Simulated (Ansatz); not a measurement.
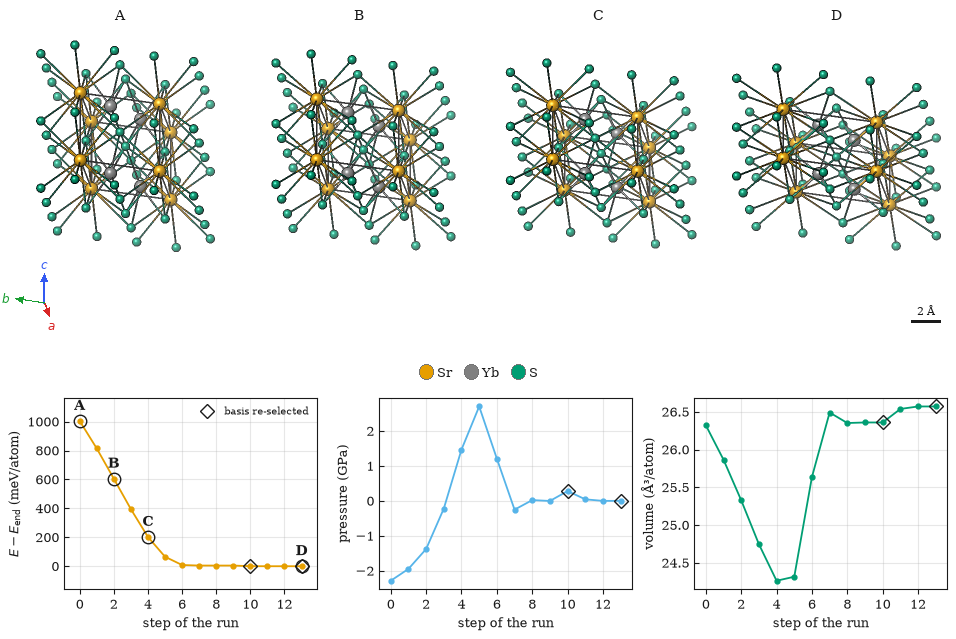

Frames of a relaxation of a crystal of SrYb₂S₃ (a generated structure, set up in P6/mmm), marked on the history of the run. Style: ball-and-stick. Shown: the cell of the calculation, from a free direction.

Method: DFT PBE, scalar-relativistic, plane waves, PAW in Ansatz 0.2.0.

The input:
```yaml
crystal:
  lattice:
    - [6.03011014, 0.0, 0.0]
    - [-3.01505507, 5.22222857, 0.0]
    - [0.0, 0.0, 5.01525982]
  atoms:
    - { symbol: Sr, position: [0.0, 0.0, 0.0] }
    - { symbol: Yb, position: [0.33333333, 0.66666667, 0.0] }
    - { symbol: Yb, position: [0.66666667, 0.33333333, 0.0] }
    - { symbol: S, position: [0.5, 0.0, 0.5] }
    - { symbol: S, position: [0.0, 0.5, 0.5] }
    - { symbol: S, position: [0.5, 0.5, 0.5] }
basis:
  ecutwfc: 420
kpoints:
  mp_grid: { grid: [6, 6, 8] }
hamiltonian:
  xc: pbe
scf:
  occupations: { method: gaussian, width: 0.1 }
output:
  forces: true
  stress: true
  eigenvalues: true
relax:
  adjacent_minimum: "off"
  f_tol: 0.01
  max_steps: 80
  cell: { stress_tol: 0.05 }
```

Run as
```bash
ansatz run input.yaml --threads 1 --pin off --max-ram 2048MiB --backend cpu --events-out ev --progress --plain --runs-dir out
```

**Describe the path.**

The atoms keep their places relative to the cell (all moves are under 0.005 Å). Cell: a = b 6.030 → 7.107 Å (+17.9 %), c 5.015 → 3.645 Å (−27.3 %). Volume +0.9 %. Among the contacts that change: Sr1–Yb2 3.481 → 4.103 Å, Yb2–Yb3 3.481 → 4.103 Å, Yb2–S4 3.053 → 2.744 Å, Sr1–S4 3.922 → 3.993 Å. Among the angles between lasting bonds that change: Yb2–S6–Yb3 69.5° → 96.8°, S4–Yb2–S4 110.5° → 83.2°, Yb2–S6–Yb2 110.5° → 83.2°. The space group stays P6/mmm (No. 191). After 11 accepted moves (13 points after the start) the energy has fallen by 1005 meV per atom. All forces vanish by symmetry, so only the cell relaxes. Pressure: −2.28 GPa at the start and 0.00 GPa at the end. The SCF was repeated twice at an unchanged geometry on a basis and grid sized afresh for the cell, which shifted the energy by 4.3 meV per atom at most. From step 0 to 2: volume −3.8 %, energy −399 meV per atom. From step 2 to 4: volume −4.2 %, energy −403 meV per atom. From step 4 to 13: volume +9.5 %, energy −202 meV per atom.

Limits of the set-up: 4f states are treated without a Hubbard U.
